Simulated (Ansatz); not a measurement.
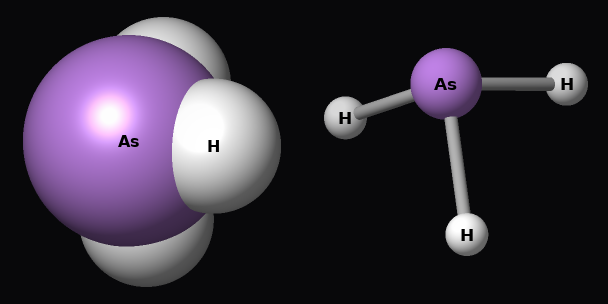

Two views of one molecule.

Count the atoms of each element.

AsH3, 4 atoms: 1 arsenic and 3 hydrogen.

Count the bonded pairs by element.

3 As–H. Sticks follow a distance rule.

What is the point group of this geometry?

C3v.

More results for the same structure follow; atom numbers are the same in all pictures, views and colours differ. Computed geometry: PBE0-D4/def2-TZVP optimisation. No frequency run is at hand to confirm it as a minimum.

## Shape

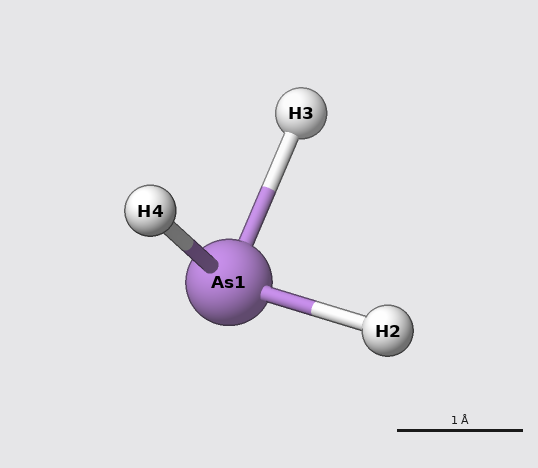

Numbered structure. No frequency run is at hand to confirm it as a minimum.

List the bonds and their lengths.

```json
{"bond": "As1–H2", "length (Å)": "1.522"}
{"bond": "As1–H3", "length (Å)": "1.522"}
{"bond": "As1–H4", "length (Å)": "1.522"}
```

## Charges

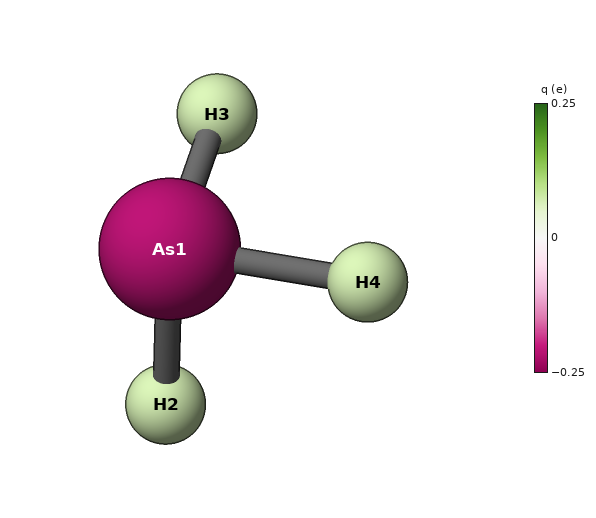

Atoms are coloured by their Mulliken charges. No frequency run is at hand to confirm it as a minimum. Properties computed with RKS PBE0-D4/def2-TZVP (Ansatz 0.2.0).

Give the Mulliken charges atom by atom.

| atom | value (e) |
| --- | --- |
| As1 | −0.21 |
| H2 | 0.07 |
| H3 | 0.07 |
| H4 | 0.07 |

## Dipole moment

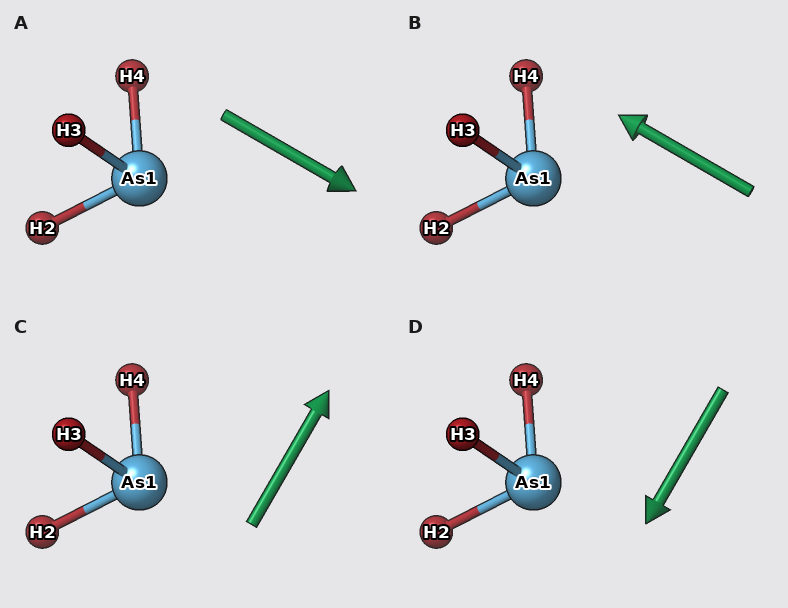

The same molecule four times, each with an arrow. No frequency run is at hand to confirm it as a minimum. Properties computed with RKS PBE0-D4/def2-TZVP (Ansatz 0.2.0).

Which arrow points along the dipole moment, from the negative to the positive end?

B. The dipole moment is 0.34 D; it points from the side of As1 to the side of H2, H3, H4 (the outermost atoms at the two ends).

## Electronic properties

No frequency run is at hand to confirm it as a minimum. Level of theory: RKS PBE0-D4/def2-TZVPPD (Ansatz 0.2.0).

Computed properties:

- HOMO energy (Kohn–Sham orbital): −7.83 eV
- LUMO energy (Kohn–Sham orbital): 0.19 eV
- HOMO–LUMO gap: 8.02 eV

Mulliken values depend strongly on the basis set and can even reverse the polarity of a bond.
